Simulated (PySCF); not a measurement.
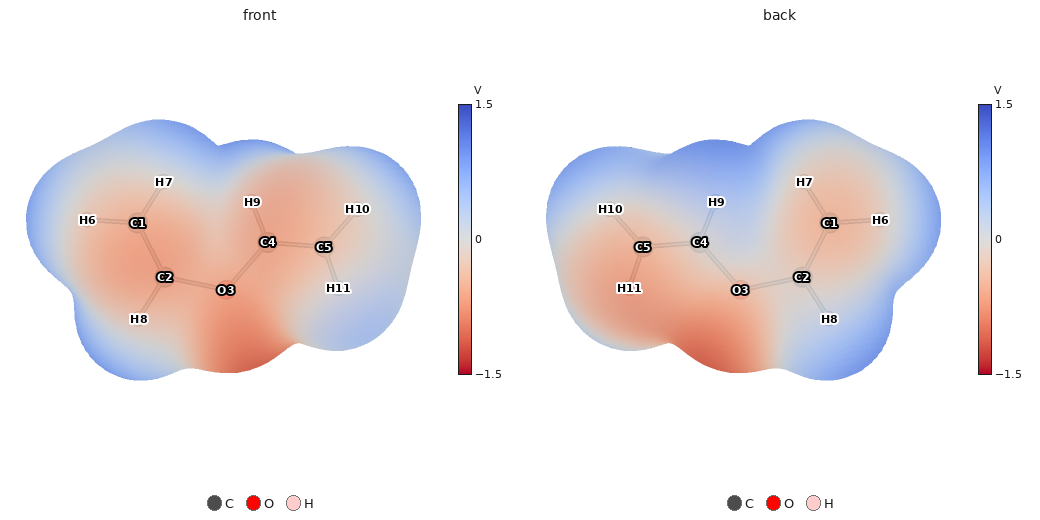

C4H6O (SMILES C=COC=C). The molecular electrostatic potential painted on the density surface at 0.001 e/bohr³, seen from the front and from behind; red is negative and blue positive.

Geometry: PBE0-D3(BJ)/def2-SVP.

Computed with PBE0/pcSseg-1, SCF density, in a methanol solvent model, non-relativistic (PySCF).

Input file:

```
{"job": {"xc": "PBE0", "basis": "pcSseg-1", "solvent": "methanol", "kind": "nmr", "pop": true}, "charge": 0, "multiplicity": 1}
C     -1.878337     0.143914     0.056433
C     -1.096310    -0.925482    -0.107879
O      0.255941    -0.959597    -0.115628
C      0.949961     0.189402    -0.316247
C      2.171694     0.369000     0.180033
H     -2.960599     0.015977     0.027723
H     -1.484829     1.145480     0.239034
H     -1.500896    -1.932034    -0.242811
H      0.447032     0.925485    -0.955309
H      2.730386     1.273002    -0.062550
H      2.635067    -0.385043     0.819216
```

Launched as:

```sh
OMP_NUM_THREADS=1 python ens_run.py task.json out
```

Which sites attract a positive test charge, and which a negative one?

A positive charge is drawn to the negative regions and a negative charge to the positive ones. The most negative region (about −1.0 V, or −23 kcal/mol for a unit charge) lies over O3, the most positive (about +0.9 V, or +21 kcal/mol for a unit charge) over H8 and H9. O3 is the likeliest acceptor of a hydrogen bond.

What dipole moment does the calculation give?

Its dipole moment is 1.10 D.
